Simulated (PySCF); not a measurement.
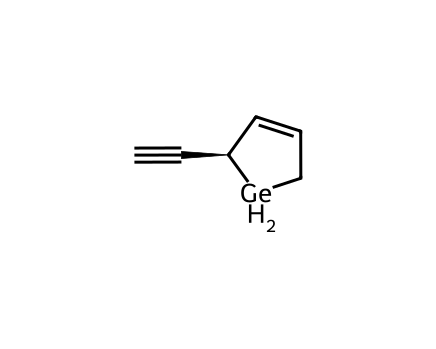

Structural formula above. The computed structure is the end point of a GFN2-xTB optimisation. No frequency run is at hand to confirm it as a minimum.

What does the molecule look like in three dimensions?

The molecule is C₆H₈Ge. As SMILES it reads `C#C[C@H]1C=C[CH2][GeH2]1`. Among its groups: alkene, alkyne. This geometry has C1 symmetry. Coordination, clear cases only: 2 C linear; 2 C tetrahedral; 2 C trigonal planar.

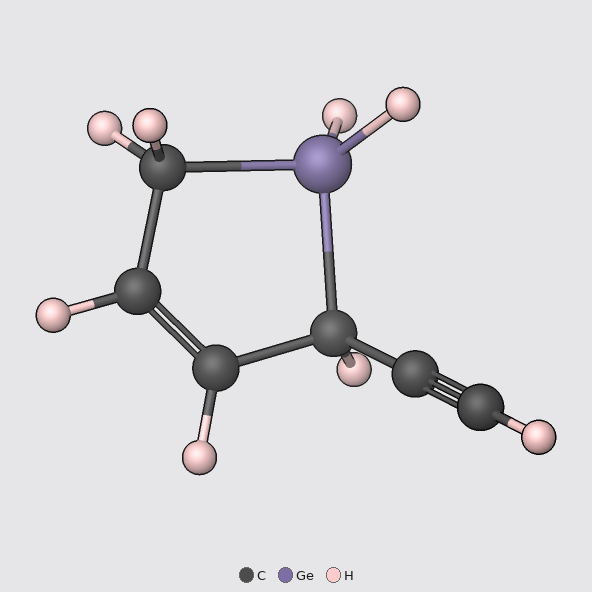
